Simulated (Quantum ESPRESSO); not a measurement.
**The states of the two spins in Cobalt**

Where do the states of the two spins of Cobalt lie?

Main program and level: Quantum ESPRESSO 7.5; LDA; plane waves with GBRV 1.5 LDA potentials, no spin-orbit coupling.

## Step 1: The structure

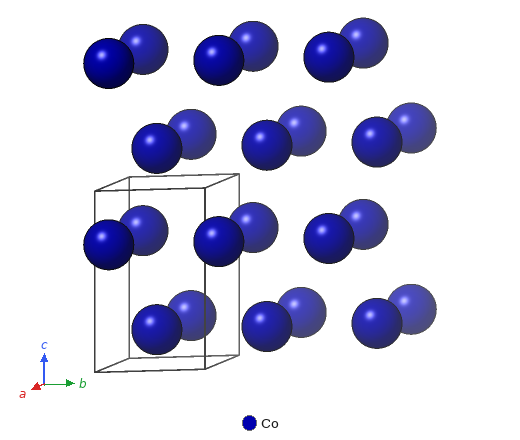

Start, viewed slightly off an axis; cobalt blue. 2×3×2 cells are drawn.

The cell comes from the Crystallography Open Database.

## Step 2: The magnetic state

This state came out lowest in a comparison of starts that is told elsewhere.

Input file pw.in:

```
&CONTROL
  calculation = 'scf'
  prefix = 'pwscf'
  outdir = './tmp'
  pseudo_dir = './pseudo'
  disk_io = 'low'
/
&SYSTEM
  ibrav = 0
  celldm(1) = 8
  nat = 2
  ntyp = 1
  ecutwfc = 40
  ecutrho = 280
  nbnd = 30
  occupations = 'smearing'
  smearing = 'fd'
  degauss = 0.00734986
  nspin = 2
  starting_magnetization(1) = 0.1176
/
&ELECTRONS
  conv_thr = 4d-09
  electron_maxstep = 150
  mixing_beta = 0.3
/
ATOMIC_SPECIES
Co     58.9332 co_lda_v1.2.uspp.F.UPF
CELL_PARAMETERS alat
   0.5922874106108    0.0000000000000    0.0000000000000
  -0.2961437053054    0.5129359439191    0.0000000000000
   0.0000000000000    0.0000000000000    0.9613745443268
ATOMIC_POSITIONS crystal
Co      0.3333333333    0.6666666667    0.2500000000
Co      0.6666666667    0.3333333333    0.7500000000
K_POINTS automatic
12 12 6 0 0 0
```

Run with:

```sh
OMP_NUM_THREADS=1 mpirun -n 4 pw.x -nk 4 -in pw.in > pw.out
```

The program printed:

```text
Program PWSCF v.7.5 starts

     Message from routine setup:
     using ibrav=0 with symmetry is DISCOURAGED, use correct ibrav instead

     K-points division:     npool     =       4
     Subspace diagonalization in iterative solution of the eigenvalue problem:

     bravais-lattice index     =            0
     lattice parameter (alat)  =       8.0000  a.u.
     unit-cell volume          =     149.5403 (a.u.)^3
     number of atoms/cell      =            2
     number of atomic types    =            1
     number of electrons       =        34.00
     number of Kohn-Sham states=           30
     kinetic-energy cutoff     =      40.0000  Ry
     charge density cutoff     =     280.0000  Ry
     scf convergence threshold =      4.0E-09
     mixing beta               =       0.3000
     number of iterations used =            8  plain     mixing
     Exchange-correlation= SLA  PZ   NOGX NOGC
                           (   1   1   0   0   0   0   0)

     celldm(1)=   8.000000  celldm(2)=   0.000000  celldm(3)=   0.000000
     celldm(4)=   0.000000  celldm(5)=   0.000000  celldm(6)=   0.000000

     crystal axes: (cart. coord. in units of alat)
               a(1) = (   0.592287   0.000000   0.000000 )
               a(2) = (  -0.296144   0.512936   0.000000 )
               a(3) = (   0.000000   0.000000   0.961375 )

     reciprocal axes: (cart. coord. in units 2 pi/alat)
               b(1) = (  1.688370  0.974781 -0.000000 )
               b(2) = (  0.000000  1.949561  0.000000 )
               b(3) = (  0.000000 -0.000000  1.040177 )

     PseudoPot. # 1 for Co read from file:
     co_lda_v1.2.uspp.F.UPF
     Pseudo is Ultrasoft + core correction, Zval = 17.0

     atomic species   valence    mass     pseudopotential
     Co               17.00    58.93320     Co( 1.00)

     Starting magnetic structure
     atomic species   magnetization
     Co              0.118

     24 Sym. Ops., with inversion, found (12 have fractional translation)

   Cartesian axes

     site n.     atom                  positions (alat units)
         1        Co     tau(   1) = (  -0.0000000   0.3419573   0.2403436  )
         2        Co     tau(   2) = (   0.2961437   0.1709786   0.7210309  )

     number of k points=    76  Fermi-Dirac smearing, width (Ry)=  0.0073
                       cart. coord. in units 2pi/alat
        k(    1) = (   0.0000000   0.0000000   0.0000000), wk =   0.0011574
        k(    2) = (   0.0000000   0.0000000   0.1733629), wk =   0.0023148
        k(    3) = (   0.0000000   0.0000000   0.3467258), wk =   0.0023148
        k(    4) = (   0.0000000   0.0000000  -0.5200887), wk =   0.0011574
        k(    5) = (   0.0000000   0.1624634   0.0000000), wk =   0.0069444
        [... 71 further k-points ...]

     Dense  grid:    11825 G-vectors     FFT dimensions: (  25,  25,  48)

     Smooth grid:     5191 G-vectors     FFT dimensions: (  20,  20,  32)

     Check: negative core charge=   -0.000055
     Generating pointlists ...
     new r_m :   0.2433 (alat units)  1.9467 (a.u.) for type    1

     Initial potential from superposition of free atoms

     starting charge      32.0000, renormalised to      34.0000
     Starting wfcs are   26 randomized atomic wfcs +    4 random wfcs

     Self-consistent Calculation

     iteration #  1     ecut=    40.00 Ry     beta= 0.30
     Davidson diagonalization with overlap
     ethr =  1.00E-02,  avg # of iterations =  4.8

     total energy              =    -593.25537821 Ry
     estimated scf accuracy    <      15.20254517 Ry

     total magnetization       =     2.02 Bohr mag/cell
     absolute magnetization    =     2.08 Bohr mag/cell

     iteration #  2     ecut=    40.00 Ry     beta= 0.30
     Davidson diagonalization with overlap
     ethr =  1.00E-02,  avg # of iterations =  2.0

     total energy              =    -596.52177057 Ry
     estimated scf accuracy    <       0.85165998 Ry

     total magnetization       =     3.02 Bohr mag/cell
     absolute magnetization    =     3.17 Bohr mag/cell

     [... further iterations left out ...]

     iteration # 11     ecut=    40.00 Ry     beta= 0.30
     Davidson diagonalization with overlap
     ethr =  9.72E-11,  avg # of iterations =  1.0

     total energy              =    -596.67633626 Ry
     estimated scf accuracy    <          8.1E-09 Ry

     total magnetization       =     3.32 Bohr mag/cell
     absolute magnetization    =     3.56 Bohr mag/cell

     iteration # 12     ecut=    40.00 Ry     beta= 0.30
     Davidson diagonalization with overlap
     ethr =  2.38E-11,  avg # of iterations =  1.1

     Magnetic moment per site  (integrated on atomic sphere of radius R)
     atom   1 (R=0.243)  charge= 15.6187  magn=  1.7154
     atom   2 (R=0.243)  charge= 15.6187  magn=  1.7154

     End of self-consistent calculation

     Number of k-points >= 100: set verbosity='high' to print the bands.

     the Fermi energy is    17.5662 ev

!    total energy              =    -596.67633626 Ry
     estimated scf accuracy    <          1.2E-10 Ry
     smearing contrib. (-TS)   =      -0.00480879 Ry
     internal energy E=F+TS    =    -596.67152747 Ry

     The total energy is F=E-TS. E is the sum of the following terms:
     one-electron contribution =    -313.81071443 Ry
     hartree contribution      =     177.83468161 Ry
     xc contribution           =     -64.44413458 Ry
     ewald contribution        =    -396.25136006 Ry

     total magnetization       =     3.32 Bohr mag/cell
     absolute magnetization    =     3.56 Bohr mag/cell

     convergence has been achieved in  12 iterations

=------------------------------------------------------------------------------=
   JOB DONE.
=------------------------------------------------------------------------------=
```

The job ended after 7.7 s (4 MPI ranks of Arm Neoverse V2, shared host; peak memory 0.27 GiB; 31 s of CPU time).

Spin moment in the atom's sphere by atom:

| atom | spin moment in the atom's sphere (μB) |
| --- | --- |
| Co1 | 1.72 |
| Co2 | 1.72 |

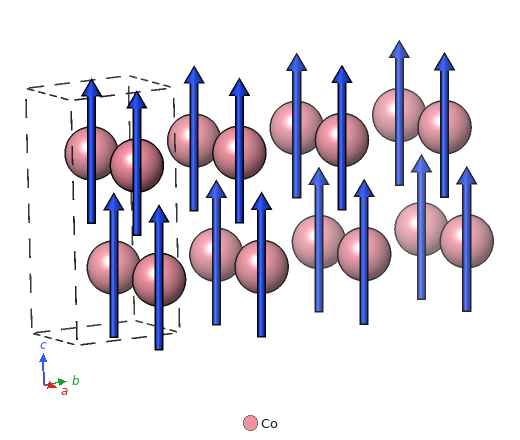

Spin moment in the atom's sphere as arrows, the longest 1.72 μB. Up and down stand for the sign. Arrows give size and sign along the axis of quantisation, drawn up and down the page. 2×4×1 cells are drawn.

Numbers from this step:

```
smearing term TS       : 0.06543 eV
magnetization          : 3.318 μB
absolute magnetization : 3.562 μB
final state            : ferromagnetic
```

## Step 3: Projected density of states

Input file projwfc.in:

```
&PROJWFC
  prefix = 'pwscf'
  outdir = './tmp'
  filpdos = 'pdos'
  ngauss = 0
  degauss = 0.01
  DeltaE = 0.05
  Emin = 8.57
  Emax = 22.57
/
```

Run with:

```sh
OMP_NUM_THREADS=1 mpirun -n 4 projwfc.x -nk 4 -in projwfc.in > projwfc.out
```

The program printed:

```text
[banner, memory and clock lines left out]
Program PROJWFC v.7.5 starts

     [... lines left out ...]
     IMPORTANT: XC functional enforced from input :
     Exchange-correlation= PZ
                           (   1   1   0   0   0   0   0)
     Any further DFT definition will be discarded
     Please, verify this is what you really want

     G-vector sticks info

     Check: negative core charge=   -0.000055

     Gaussian broadening (read from input): ngauss,degauss=   0    0.010000

     Calling projwave ....

  Problem Sizes
  natomwfc =           26
  nbnd     =           30
  nkstot   =          152
  npwx     =          660
  nkb      =           36

     Atomic states used for projection
     (read from pseudopotential files):

     state #   1: atom   1 (Co ), wfc  1 (l=0 m= 1)
     state #   2: atom   1 (Co ), wfc  2 (l=1 m= 1)
     state #   3: atom   1 (Co ), wfc  2 (l=1 m= 2)
     state #   4: atom   1 (Co ), wfc  2 (l=1 m= 3)
     state #   5: atom   1 (Co ), wfc  3 (l=2 m= 1)
     state #   6: atom   1 (Co ), wfc  3 (l=2 m= 2)
     state #   7: atom   1 (Co ), wfc  3 (l=2 m= 3)
     state #   8: atom   1 (Co ), wfc  3 (l=2 m= 4)
     state #   9: atom   1 (Co ), wfc  3 (l=2 m= 5)
     state #  10: atom   1 (Co ), wfc  4 (l=0 m= 1)
     state #  11: atom   1 (Co ), wfc  5 (l=1 m= 1)
     state #  12: atom   1 (Co ), wfc  5 (l=1 m= 2)
     state #  13: atom   1 (Co ), wfc  5 (l=1 m= 3)
     state #  14: atom   2 (Co ), wfc  1 (l=0 m= 1)
     state #  15: atom   2 (Co ), wfc  2 (l=1 m= 1)
     state #  16: atom   2 (Co ), wfc  2 (l=1 m= 2)
     state #  17: atom   2 (Co ), wfc  2 (l=1 m= 3)
     state #  18: atom   2 (Co ), wfc  3 (l=2 m= 1)
     state #  19: atom   2 (Co ), wfc  3 (l=2 m= 2)
     state #  20: atom   2 (Co ), wfc  3 (l=2 m= 3)
     state #  21: atom   2 (Co ), wfc  3 (l=2 m= 4)
     state #  22: atom   2 (Co ), wfc  3 (l=2 m= 5)
     state #  23: atom   2 (Co ), wfc  4 (l=0 m= 1)
     state #  24: atom   2 (Co ), wfc  5 (l=1 m= 1)
     state #  25: atom   2 (Co ), wfc  5 (l=1 m= 2)
     state #  26: atom   2 (Co ), wfc  5 (l=1 m= 3)

 [... projections of the bands left out ...]

Lowdin Charges:

     Atom #   1: total charge =  16.9809, s =  2.3628, p =  7.0925, d =  7.5256,
                 spin up      =   9.3240, s =  1.1732,
                 spin up      =   9.3240, p =  3.5045, pz=  1.1680, px=  1.1683, py=  1.1683,
                 spin up      =   9.3240, d =  4.6462, dz2=  0.9212, dxz=  0.9350, dyz=  0.9350, dx2-y2=  0.9275, dxy=  0.9275,
                 spin down    =   7.6569, s =  1.1895,
                 spin down    =   7.6569, p =  3.5880, pz=  1.1981, px=  1.1949, py=  1.1949,
                 spin down    =   7.6569, d =  2.8794, dz2=  0.5797, dxz=  0.5719, dyz=  0.5719, dx2-y2=  0.5779, dxy=  0.5779,
                 polarization =   1.6670, s = -0.0163, p = -0.0835, d =  1.7668,
     Atom #   2: total charge =  16.9809, s =  2.3628, p =  7.0925, d =  7.5256,
                 spin up      =   9.3240, s =  1.1732,
                 spin up      =   9.3240, p =  3.5045, pz=  1.1680, px=  1.1683, py=  1.1683,
                 spin up      =   9.3240, d =  4.6462, dz2=  0.9212, dxz=  0.9350, dyz=  0.9350, dx2-y2=  0.9275, dxy=  0.9275,
                 spin down    =   7.6569, s =  1.1895,
                 spin down    =   7.6569, p =  3.5880, pz=  1.1981, px=  1.1949, py=  1.1949,
                 spin down    =   7.6569, d =  2.8794, dz2=  0.5797, dxz=  0.5719, dyz=  0.5719, dx2-y2=  0.5779, dxy=  0.5779,
                 polarization =   1.6670, s = -0.0163, p = -0.0835, d =  1.7668,
     Spilling Parameter:   0.0011
```

It took 1.3 s on 4 MPI ranks; peak memory 0.05 GiB.

The density of states has structure finer than the step of the table below, so its rows give means over 1 eV, whole bins alone (the curve runs from -9.00 to 5.05 eV). Peaks (eV: height): up -4.3: 1.98, -3.4: 2.44, -2.2: 3.15, -0.7: 4.26; down -2.0: 2.18, -0.6: 2.99, 1.2: 3.98, 3.4: 0.579; Co1 d up -3.4: 1.08, -2.2: 1.48, -0.7: 2.11; Co1 d down -2.0: 0.915, -0.6: 1.37, 1.2: 1.97.

Gaussian broadening of 0.136 eV on the SCF mesh. Table of density of states by energy, zero at the Fermi level; means over each step; values in states/eV/cell:

| energy (eV) | up | down | Co1 d up | Co1 d down |
| --- | --- | --- | --- | --- |
| -8 | 0.0683 | 0.0636 | 2.9e-4 | 1.2e-4 |
| -7 | 0.113 | 0.0970 | 0.00247 | 9.8e-4 |
| -6 | 0.211 | 0.155 | 0.0171 | 0.00485 |
| -5 | 0.868 | 0.236 | 0.282 | 0.0219 |
| -4 | 1.75 | 0.657 | 0.750 | 0.175 |
| -3 | 2.24 | 1.23 | 1.02 | 0.487 |
| -2 | 2.47 | 1.52 | 1.16 | 0.641 |
| -1 | 2.67 | 2.45 | 1.31 | 1.12 |
| 0 | 0.346 | 1.67 | 0.131 | 0.784 |
| 1 | 0.359 | 2.48 | 0.0874 | 1.22 |
| 2 | 0.231 | 0.422 | 0.0393 | 0.162 |
| 3 | 0.214 | 0.336 | 0.0322 | 0.0958 |
| 4 | 0.209 | 0.242 | 0.0259 | 0.0531 |

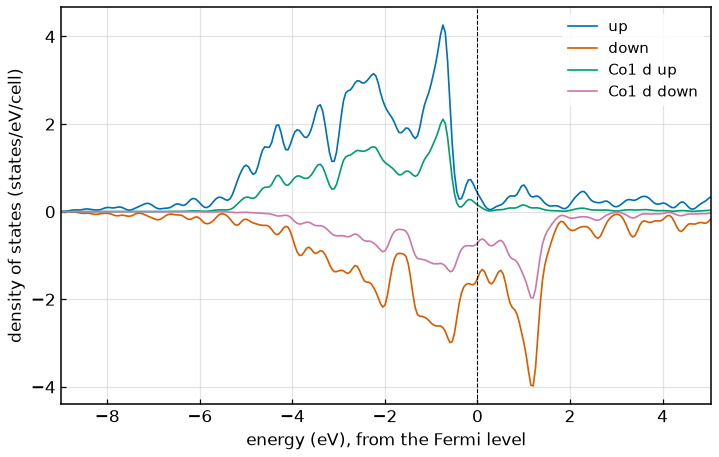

Density of states against energy. Down spins are drawn negative.

## Step 4: Results

```
state                      : ferromagnetic
largest moment in a sphere : 1.72 μB
```

The most distinct maxima of the density of states (up) lie at -4.30, -3.40, -2.25, -0.75 and 1.00 eV, the highest at -0.746 eV. These are Kohn–Sham states without spin–orbit coupling, on the mesh of the self-consistent run. Energies are free energies at an electronic temperature of 1160 K, which lowers moments and differences where the moments are itinerant.

[Logs and program files are shortened in this print: banners, set-up blocks, solver, clock and traceback lines can be left out without a mark of their own.]

[Logs are printed without paths, hosts, clocks, repeated set-up lines and the standing remarks that a program may print on its own settings, such as how far it seeks lower states.]

[Hosts, paths, dates, database ids (printed as entryN), source tags and the programs' standing remarks are cut or masked in the printed files.]

[Where a cell is said to come from a database of computed structures, the database is the Materials Project.]
